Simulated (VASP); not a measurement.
Band structure of MgS (relaxed from the wurtzite structure, space group P6_3mc). Computed with PBEsol GGA, VASP's PBE PAW potentials (set 64) (plane waves; VASP).

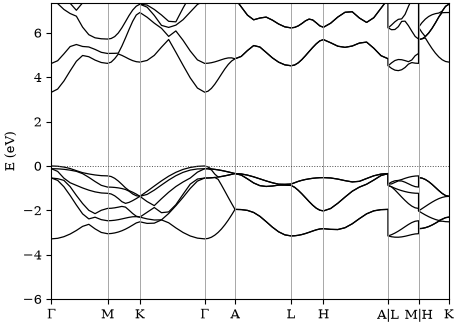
*Bands along high-symmetry lines, zero at the valence-band maximum or, without a gap, the Fermi level*

### Question
Read the plot: is there a gap, and where are the band edges?

### Answer
The gap is direct, 3.32 eV, from the valence maximum at Γ to the conduction minimum at Γ. (Edges off the drawn lines would not show.)

The structure was generated: MgS was put into the wurtzite type (P6_3mc), which need not be its known phase. It was relaxed first.
